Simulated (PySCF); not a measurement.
Molecule: Al(H)(Me)2(SH2), C2H9AlS, singlet. Atoms near the plane z = 0.0 Å, at the CAM-B3LYP/def2-SVP optimised geometry (x, y, z in Å): Al1 (-0.7, -0.6, 0.0), C3 (-1.0, 1.4, 0.0), H4 (-2.1, 1.6, -0.1), H5 (-0.5, 1.9, -0.9), H6 (-0.6, 1.9, 0.9), S11 (1.9, -0.6, 0.0), H13 (2.1, -1.9, 0.1).

Level of theory: PySCF with CAM-B3LYP/def2-TZVP. Cells within 0.4 Å of a nucleus heavier than hydrogen are left out (blank, or x). The values are rescaled to run from 0 to 1.

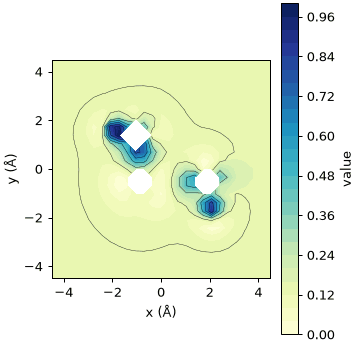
a field on the plane z = 0.0 Å.

Problem. Which quantity is mapped?
A) Laplacian of the electron density
B) electrostatic potential
C) deformation density (molecule minus spherical neutral atoms)
D) an orbital amplitude

Solution. C, deformation density (molecule minus spherical neutral atoms). In full: deformation density (molecule minus spherical neutral atoms) (e/bohr³).
